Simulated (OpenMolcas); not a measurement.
**Single-point calculation of TiN₃H₆ (part 2 of 2)**

Continued. System: TiN₃H₆ (Ti(NH2)3), multiplicity 2, SMILES [NH2][Ti]([NH2])[NH2]. Method: NEVPT2/ANO-RCC-VDZ, DKH2 (OpenMolcas 26.06). The geometry comes from this level: GFN2-xTB.

Geometry of the input (Å):
```
Ti 0.0006  0.0013  0.0007
N  1.8579  -0.0022  -0.0382
H  2.4552  -0.8303  -0.0463
H  2.4567  0.8247  -0.0498
N  -0.9272  1.6108  0.0166
H  -1.9423  1.7086  0.0609
H  -0.5154  2.5448  0.0031
N  -0.9302  -1.6064  0.0229
H  -0.5102  -2.5372  0.0147
H  -1.9451  -1.7140  0.0154
```

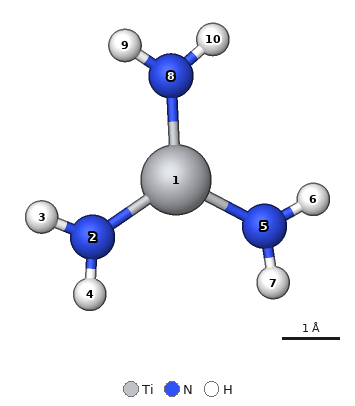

The structure as given in the input (ball-and-stick view, seen at a tilt; atoms are numbered from 1 in the order of the input). Sticks mark near contacts.

The program's output, continued
```
          iter iter root      energy       change     param      element    value   shift minimum  type update hh:mm:ss
 Nr of preliminary CI iterations:   4
      Total energies have been shifted. Add                -1000.00 au
        1   1   28    1   -19.75409585    0.00E+00  -1.94E-01*  12  62 1  5.81E-02*  0.34   0.00    SX    NO    0:00:00
        2   4   74    1   -19.78029500   -2.62E-02*  2.82E-01*  12  62 1 -2.73E-02*  0.36   0.00    SX    NO    0:00:00
        3   4   23    1   -19.79225234   -1.20E-02*  1.66E-01*  23  42 1  1.41E-02*  0.34   0.00    SX    NO    0:00:00
        4   4   20    1   -19.79893800   -6.69E-03*  2.17E-01*  23  35 1  1.00E-02*  0.34   0.00    SX    NO    0:00:00
        5   4   18    1   -19.80306108   -4.12E-03* -2.62E-01*  23  35 1  7.76E-03*  0.33   2.42    QN   YES    0:00:00
        6   4   19    1   -19.80630240   -3.24E-03* -2.35E-01*  23  35 1  5.01E-03*  0.33   2.01    QN   YES    0:00:00
        7   4   18    1   -19.80806534   -1.76E-03* -1.88E-01*  12  62 1  4.71E-03*  0.33   1.83    QN   YES    0:00:00
        8   4   17    1   -19.80893628   -8.71E-04*  1.17E-01*  12  62 1  3.98E-03*  0.33   1.62    QN   YES    0:00:00
        9   3   16    1   -19.80934952   -4.13E-04*  6.11E-02   12  62 1  2.71E-03*  0.33   1.69    QN   YES    0:00:00
       10   3   15    1   -19.80959686   -2.47E-04*  3.42E-02   23  35 1 -1.94E-03*  0.33   1.66    QN   YES    0:00:00
       11   4   15    1   -19.80971646   -1.20E-04* -1.91E-02   23  35 1 -1.32E-03*  0.33   1.52    QN   YES    0:00:00
       12   4   14    1   -19.80976243   -4.60E-05*  2.11E-02   23  50 1  7.15E-04*  0.33   1.66    QN   YES    0:00:00
       13   4   14    1   -19.80979193   -2.95E-05*  2.76E-02   23  50 1  5.15E-04*  0.33   1.93    QN   YES    0:00:00
       14   4   14    1   -19.80981958   -2.77E-05*  3.01E-02   23  35 1  6.54E-04*  0.33   1.91    QN   YES    0:00:00
       15   5   13    1   -19.80984388   -2.43E-05*  3.42E-02   23  35 1  9.07E-04*  0.33   1.91    QN   YES    0:00:00
       16   5   13    1   -19.80986455   -2.07E-05*  3.41E-02   23  35 1  7.97E-04*  0.33   1.87    QN   YES    0:00:00
       17   5   13    1   -19.80988054   -1.60E-05*  2.72E-02   23  42 1  5.94E-04*  0.33   1.78    QN   YES    0:00:00
       18   4   13    1   -19.80989119   -1.07E-05*  1.76E-02   23  42 1  3.25E-04*  0.33   1.71    QN   YES    0:00:00
       19   4   12    1   -19.80989753   -6.34E-06*  9.90E-03   23  35 1 -2.29E-04*  0.33   1.66    QN   YES    0:00:00
       20   4   12    1   -19.80990105   -3.52E-06* -4.98E-03   23  35 1 -2.37E-04*  0.33   1.62    QN   YES    0:00:00
       21   4   12    1   -19.80990288   -1.83E-06* -3.64E-03   24  37 1 -2.14E-04*  0.33   1.58    QN   YES    0:00:00
       22   4   12    1   -19.80990377   -8.84E-07*  2.85E-03   24  37 1 -1.16E-04*  0.33   1.56    QN   YES    0:00:00
       23   4   11    1   -19.80990419   -4.22E-07*  2.25E-03   23  35 1  6.10E-05   0.33   1.64    QN   YES    0:00:00
       24   4   11    1   -19.80990445   -2.57E-07*  1.93E-03   23  35 1  6.04E-05   0.33   1.77    QN   YES    0:00:00
       25   4   10    1   -19.80990464   -1.97E-07*  1.88E-03   24  37 1  8.27E-05   0.33   1.71    QN   YES    0:00:00
       26   4   10    1   -19.80990478   -1.34E-07*  1.47E-03   24  37 1  6.59E-05   0.33   1.62    QN   YES    0:00:00
       27   4    9    1   -19.80990485   -7.46E-08*  9.72E-04   24  37 1  2.67E-05   0.33   1.60    QN   YES    0:00:00
       28   3    9    1   -19.80990489   -4.10E-08*  7.09E-04   23  42 1 -2.26E-05   0.33   1.65    QN   YES    0:00:00
       29   3    8    1   -19.80990492   -2.41E-08*  5.96E-04   23  39 1 -2.34E-05   0.33   1.59    QN   YES    0:00:00
       30   3    8    1   -19.80990493   -1.19E-08*  3.00E-04   24  37 1 -1.99E-05   0.33   1.48    QN   YES    0:00:00
       31   2    7    1   -19.80990493   -4.47E-09   1.05E-04   24  37 1 -9.03E-06   0.33   1.45    QN   YES    0:00:00
      Convergence after 31 iterations
       32   1    7    1   -19.80990493   -1.57E-09   1.05E-04   23  39 1  5.09E-06   0.33   1.45    QN   YES    0:00:00

      ************************************************************************************************************************
                                                      Wave function printout:
                       occupation of active orbitals, and spin coupling of open shells (u,d: Spin up or down)
      ************************************************************************************************************************

      Note: transformation to natural orbitals
      has been made, which may change the order of the CSFs.

      printout of CI-coefficients larger than  0.05 for root  1
      energy=   -1019.809905
      conf/sym  1111111     Coeff  Weight
             1  22u0000   0.98333 0.96693
            15  20u2000   0.06597 0.00435
           100  uduu0d0  -0.06232 0.00388
           115  uuud0d0   0.05452 0.00297
           165  02u0020   0.09159 0.00839

      Natural orbitals and occupation numbers for root  1
      sym 1:   1.963173   1.976834   0.994966   0.024094   0.005191   0.031614   0.004129

      ************************************************************************************************************************
      *                                                    Final results                                                     *
      ************************************************************************************************************************

++    Final optimization conditions:
      ------------------------------

      Average CI energy                           -1019.80990493
      RASSCF energy for state  1                  -1019.80990493
      Super-CI energy                                -0.00000000
      RASSCF energy change                            0.00000000
      Max change in MO coefficients               1.670E-04
      Max non-diagonal density matrix element     1.050E-04
      Maximum BLB matrix element                  5.090E-06
      (orbital pair  23,  39 in symmetry   1)
      Norm of electronic gradient            1.493E-05
--

      Final state energy(ies):
      ------------------------

::    RASSCF root number  1 Total energy:  -1019.80990493
      Von Neumann Entropy (Root   1) =  0.75613

      Mulliken population analysis for root number:  1
      -----------------------------------------------

++    Molecular charges:
      ------------------

      Mulliken charges per centre
      ---------------------------

                TI1     N2      H3      H4      N5      H6      H7      N8      H9      H10
      Total   20.4941  8.0405  0.7537  0.7518  8.0403  0.7537  0.7519  7.9283  0.7427  0.7431

      N-E      1.5059 -1.0405  0.2463  0.2482 -1.0403  0.2463  0.2481 -0.9283  0.2573  0.2569

      Total electronic charge=   49.000000

      Total            charge=   -0.000000
--

      Expectation values of various properties for root number:  1
      -----------------------------------------------------------

++    Molecular properties:
      ---------------------

      Charge (e):
                      =   -0.0000
      Dipole Moment (debye):
      Origin of the operator (angstrom)=    0.0004    0.0009    0.0005
                   X= -3.6618E-01               Y= -6.3968E-01               Z=  1.9672E-03           Total=  7.3708E-01
      Quadrupole Moment (debye*angstrom):
      Origin of the operator (angstrom)=    0.0004    0.0009    0.0005
                  XX= -3.1958E+01              XY=  8.0815E-01              XZ= -1.4843E-01              YY= -3.1021E+01
                  YZ=  1.1778E-01              ZZ= -4.1521E+01
      In traceless form (debye*angstrom)
                  XX=  4.3130E+00              XY=  1.2122E+00              XZ= -2.2265E-01              YY=  5.7190E+00
                  YZ=  1.7667E-01              ZZ= -1.0032E+01
--

      Mulliken spin population analysis for root number:  1
      ---------------------------------------------------

++    Molecular charges:
      ------------------

      Mulliken spin population per centre
      ---------------------------

                TI1     N2      H3      H4      N5      H6      H7      N8      H9      H10
      Total    1.0251  0.0084 -0.0011 -0.0008  0.0084 -0.0011 -0.0008 -0.0343 -0.0020 -0.0020

      Total electronic spin=    1.000000
--

      LoProp population analysis for root number:  1
      -----------------------------------------------

++    LoProp analysis:
      ----------------

++    Static properties:
      ------------------

      LoProp Charges per center

                   TI1      N2       H3       H4       N5       H6       H7       N8       H9       H10
      Nuclear     22.0000   7.0000   1.0000   1.0000   7.0000   1.0000   1.0000   7.0000   1.0000   1.0000
      Electronic -20.5767  -7.9124  -0.7996  -0.7980  -7.9124  -0.7997  -0.7979  -7.8220  -0.7907  -0.7905

      Total        1.4233  -0.9124   0.2004   0.2020  -0.9124   0.2003   0.2021  -0.8220   0.2093   0.2095
--

      Natural Bond Order analysis for root number:  1

++    Natural Bond Order analysis
      ---------------------------
      Based on LoProp computed density
      -------------------------------------------------------------------------------------
      Atom A       Atom B       Bond Order
      -------------------------------------------------------------------------------------
      NBO located      0.937 non-bonded electrons on atom TI1
      NBO located      0.978 non-bonded electrons on atom TI1
      NBO located      0.980 non-bonded electrons on atom TI1
      NBO located      0.993 non-bonded electrons on atom TI1
      NBO located      0.998 non-bonded electrons on atom TI1
      NBO located      1.000 non-bonded electrons on atom TI1
      NBO located      1.000 non-bonded electrons on atom TI1
      NBO located      1.000 non-bonded electrons on atom TI1
      NBO located      1.000 non-bonded electrons on atom TI1
      NBO located      0.999 non-bonded electrons on atom N2
      NBO located      1.019 non-bonded electrons on atom N2
      NBO located      0.999 non-bonded electrons on atom N5
      NBO located      0.999 non-bonded electrons on atom N8
      NBO located      0.966 non-bonded electrons on atom N8
      The remaining   13.178 electrons are to be considered as diffuse
--

--

      Average orbitals are written to the RASORB file
      Natural orbitals for root   1 are written to the RASORB.1 file
      Spin density orbitals for root   1 are written to the SPDORB.1 file

--- Stop Module: rasscf /rc=_RC_ALL_IS_WELL_ ---
--- Module rasscf spent 5 seconds ---

--- Start Module: caspt2 ---

                                              &CASPT2

                       available to each process: 1.9 GB of memory, 1 thread

++    Wave function specifications:
      -----------------------------

      Number of closed shell electrons          26
      Number of electrons in active shells       5
      Max number of holes in RAS1 space          0
      Max number of electrons in RAS3 space      0
      Number of inactive orbitals               13
      Number of active orbitals                  7
      Number of secondary orbitals              37
      Spin quantum number                      0.5
      State symmetry                             1
      Number of CSFs                           490
      Number of CASSCF root(s) available         1
      NEVPT2 state passed to geometry opt.       1
      A file JOBMIX will be created
      This is a CASSCF or RASSCF reference function
--

++    Orbital specifications:
      -----------------------

      Symmetry species                           1
                                                 a
      Frozen orbitals                            9
      Inactive orbitals                         13
      Active orbitals                            7
      Secondary orbitals                        37
      Deleted orbitals                           0
      Number of basis functions                 66
--

++    NEVPT2 specifications:
      ----------------------

      Type of calculation                        SS-NEVPT2
      Internal contraction for energies          partially and strongly contracted
                                                 (PC-NEVPT2 and SC-NEVPT2)
      Denominator threshold for SC-NEVPT2        1.00E-09
      Fock operator                              state-specific
      0th-order Hamiltonian                      DYALL
      IPEA shift                                 0.00
      Real shift                                 0.00
      Imaginary shift                            0.00
      The input orbitals will be transformed to quasi-canonical
--

--------------------------------------------------------------------------------
 Estimated memory requirements:
  POLY3 :                   294488
  RHS:                      384472
  SIGMA :                   505892
  PRPCTL:                        0
 Available workspace:    232480151

++ NEVPT2 computation for group   1

********************************************************************************
 Multi-State initialization phase begins for group   1
--------------------------------------------------------------------------------
********************************************************************************
 Compute H0 matrices for state    1
--------------------------------------------------------------------------------
--------------------------------------------------------------------------------
 H0 matrices have been computed.

********************************************************************************
  NEVPT2 EQUATION SOLUTION
--------------------------------------------------------------------------------

  Total nr of NEVPT2 parameters:
   Before reduction:      386415
   After  reduction:      386378

 Variance of |WF0>:       1.8166435612
-----------------------------------------------------------------------------------------------------------------------------

  FINAL PC-NEVPT2 RESULT:

      Reference energy:       -1019.8099049338
      E2 (Non-variational):      -0.5196015386
      E2 (Variational):          -0.5196015386
      Total energy:           -1020.3295064724
      Residual norm:              0.0000000000
      Reference weight:           0.85185

      Contributions to the PC-NEVPT2 correlation energy
      Active & Virtual Only:         -0.0080556211
      One Inactive Excited:          -0.0853828905
      Two Inactive Excited:          -0.4261630270

  FINAL SC-NEVPT2 RESULT:

      Reference energy:       -1019.8099049338
      E2 (Non-variational):      -0.5175011446
      E2 (Variational):          -0.5175011446
      Total energy:           -1020.3274060784
      Residual norm:              0.0000000000
      Reference weight:           0.85430

      Contributions to the SC-NEVPT2 correlation energy
      Active & Virtual only:         -0.0077085404
      One Inactive Excited:          -0.0839081786
      Two Inactive Excited:          -0.4258844256

   (Skip denominator check etc. with SC-NEVPT2 wavefunction)

   (Skipping property calculation,
    use PROP keyword to activate)
--

  Total SC-NEVPT2 energies:
::    SC-NEVPT2 Root  1     Total energy:  -1020.32740608

  A NEW JOBIPH FILE NAMED 'JOBMIX' IS PREPARED.
********************************************************************************
--- Stop Module: caspt2 /rc=_RC_ALL_IS_WELL_ ---

.##################.
.# Happy landing! #.
.##################.

    Timing: Wall=12.05 User=10.28 System=1.76
```

Results in brief

| quantity | value |
| --- | --- |
| outcome | converged |
| total energy | −1020.327406 hartree |
| basis functions | 66 |
| wall time | 12 s |
| peak memory | 0.42 GiB |
